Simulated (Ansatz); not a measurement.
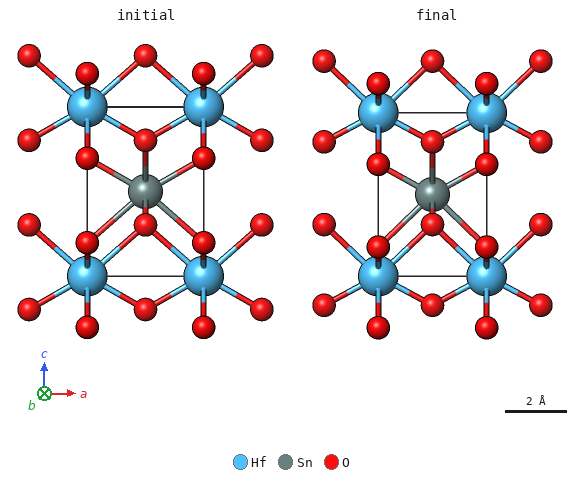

The structure of crystalline HfSnO4 (a generated structure, set up in P-4m2) (coarse preliminary run) before (left) and after (right) a relaxation, at one scale.

The picture is a ball-and-stick view of the cell of the calculation, seen along the b axis.

Method: DFT PBE, scalar-relativistic, plane waves, PAW in Ansatz.

Input file:
```yaml
crystal:
  lattice:
    - [3.86559081, 0.0, 0.0]
    - [0.0, 3.86559081, 0.0]
    - [0.0, 0.0, 5.61894043]
  atoms:
    - { symbol: Hf, position: [0.0, 0.0, 0.0] }
    - { symbol: Sn, position: [0.5, 0.5, 0.5] }
    - { symbol: O, position: [0.0, 0.5, 0.69720787] }
    - { symbol: O, position: [0.5, 0.0, 0.80279213] }
    - { symbol: O, position: [0.5, 0.0, 0.30279213] }
    - { symbol: O, position: [0.0, 0.5, 0.19720787] }
basis:
  ecutwfc: 420
kpoints:
  mp_grid: { grid: [4, 4, 4] }
hamiltonian:
  xc: pbe
scf:
  occupations: { method: gaussian, width: 0.1 }
  lower_state_search: "off"
output:
  forces: true
  stress: true
  eigenvalues: true
relax:
  adjacent_minimum: "off"
  f_tol: 0.04
  max_steps: 70
  cell: { stress_tol: 0.4 }
```

Launched with:
```bash
ansatz run input.yaml --threads 1 --pin off --max-ram 2560MiB --backend cpu --events-out ev --progress --plain --runs-dir out
```

**Describe what moved and what it gained.**

The largest moves relative to the cell, 0.10 Å, are those of O4 and O6. O4 goes along +c. Hf and Sn stay in place. Cell: a = b 3.866 → 3.600 Å (−6.9 %), c 5.619 → 5.427 Å (−3.4 %). Volume −16.2 %. Near-neighbour distances that change, for instance: Hf1–O4 2.228 → 2.043 Å, Sn2–O3 2.228 → 2.059 Å, Hf1–O3 2.575 → 2.485 Å, Sn2–O4 2.575 → 2.508 Å. Among the angles between lasting bonds that change: Sn2–O4–Sn2 97.3° → 91.7°, Hf1–O3–Hf1 97.3° → 92.8°, Hf1–O4–Hf1 120.3° → 123.5°. The space group stays P-4m2 (No. 115). The energy falls by 1.641 eV per cell of the calculation in 6 accepted moves (8 points after the start). The largest force component goes from 1.5 to 0.0029 eV/Å. The pressure goes from −26.97 to −0.04 GPa. At 2 points the geometry stayed and the basis and grid were re-selected for the new cell (energy shift of 25.5 meV per cell of the calculation at most each time).
